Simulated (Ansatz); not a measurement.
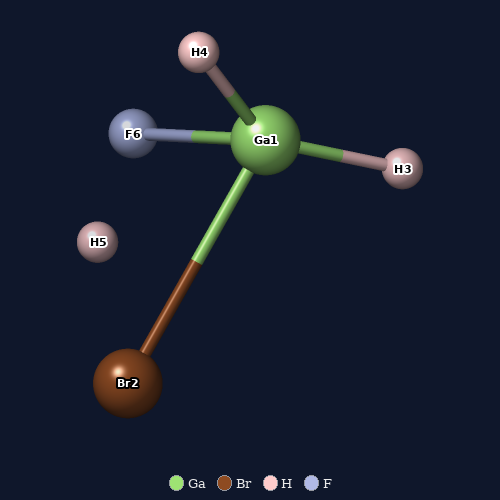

The system is the reacting system BrFGaH3 (fragments BrGaH₂ + FH where the first distance is long, FGaH₂ + BrH where the second is long); the picture shows the reference structure. First axis: distance Ga1–F6 (bond that forms). Second axis: distance Ga1–Br2 (bond that breaks). Relaxed at each point: all other coordinates. The grid has 9 × 9 points. Points are written as (first, second). Energies: kJ/mol, counted from the lowest grid point. Energies and slopes of some neighbouring points disagree (a jump in structure or state, or too coarse a mesh). The reference is spin-restricted, so regions where a bond is pulled apart into radicals lie too high. Computed with Ansatz 0.2.0, RKS B3LYP-D4/def2-SVP.

Its coordinates:

| atom | x (Å) | y (Å) | z (Å) |
| --- | --- | --- | --- |
| Ga | -0.4927 | -0.7036 | 0.2130 |
| Br | 0.4930 | 0.8068 | -1.9605 |
| H | 0.4172 | -1.9525 | 0.3228 |
| H | -1.9611 | -0.2570 | 0.4228 |
| H | 0.8804 | 1.2381 | -0.0585 |
| F | 0.6632 | 0.8683 | 1.0605 |

Range: distance Ga1–F6 (bond that forms) from 1.638 to 3.138 Å; distance Ga1–Br2 (bond that breaks) from 2.178 to 3.978 Å.

> What landscape does the calculation give?

The lowest grid point is at (2.269 Å, 2.312 Å). The highest grid point, (3.138 Å, 3.978 Å), lies 269 kJ/mol above the lowest.

```tsv
second ↓, first →	1.638	1.749	1.903	2.078	2.269	2.472	2.685	2.907	3.138
3.978	82	51	60	102	157	201	229	251	269
3.701	81	49	57	96	145	175	200	219	235
3.434	79	47	53	88	121	144	165	182	196
3.178	77	45	48	73	90	108	125	140	152
2.935	78	45	44	47	55	69	83	95	106
2.706	86	51	32	20	22	32	43	54	63
2.496	107	71	22	2	0	7	16	24	32
2.312	167	86	29	5	0	4	11	18	25
2.178	204	118	58	31	23	26	31	37	43
```

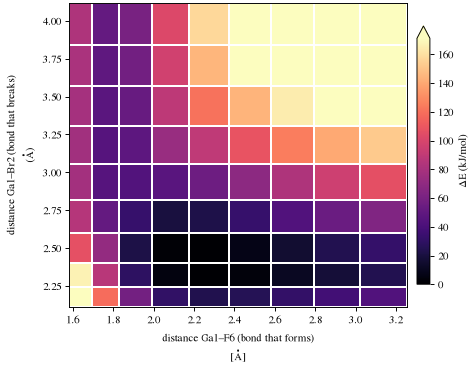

Drawn: one coloured cell a grid point, one colour for all values above the top of the scale.

Time for the 81 points that were run: 22 min on 1 thread of Intel(R) Xeon(R) Platinum 8488C (Sapphire Rapids), on a shared host.
